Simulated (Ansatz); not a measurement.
Li2O (anti-fluorite)

```xyz
3
Lattice="0.0000 2.3131 2.3131 2.3131 0.0000 2.3131 2.3131 2.3131 0.0000" Properties=species:S:1:pos:R:3 pbc="T T T"
Li     3.4696     3.4696     3.4696
Li     1.1565     1.1565     1.1565
O      0.0000     0.0000     0.0000
```

E(V) scan at fixed shape, V₀ the volume above. Symmetry pins the atoms to their sites.

These are PBE (plane waves to 420 eV, PAW, scalar-relativistic; Ansatz, an electronic-structure program) values and carry that method's errors. k mesh 12×12×12 (Γ-centred), Fermi-Dirac smearing 0.05 eV. Energies are smeared free energies. Compression counts positive. Li2O was relaxed with its symmetry unable to fall. The zero of ΔE is the relaxed starting cell.

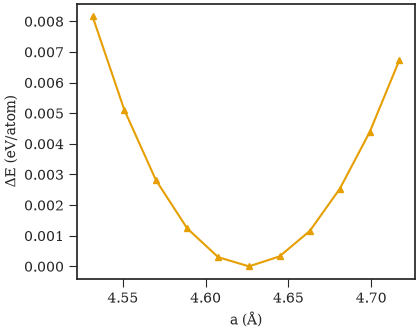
Fig. 1. ΔE (eV/atom) against a (Å); one marker a computed point.

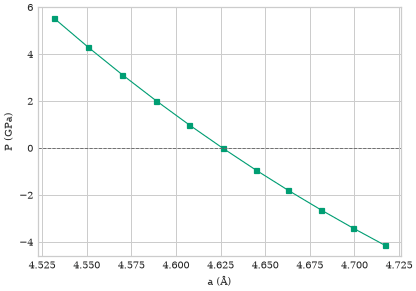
Figure: P (GPa) against a (Å); one marker a computed point.

The pressure derivative B₀′ (fit) is 4.1, the equilibrium volume of the fit is 8.25 Å³/atom and the pressure at the smallest volume comes out as 5.53 GPa. The pressure for 5 % compression (fit) is 4.5 GPa and the bulk modulus B₀ (third-order Birch-Murnaghan fit) is 79.5 GPa.

P = (3B₀/2)(x⁷ − x⁵)[1 + ¾(B₀′ − 4)(x² − 1)] with x = (1/0.95)^(1/3), B₀ = 79.5 GPa and B₀′ = 4.07.

(A scan under strain: stresses follow from slopes of the energy per volume, elastic moduli from its curvatures.)
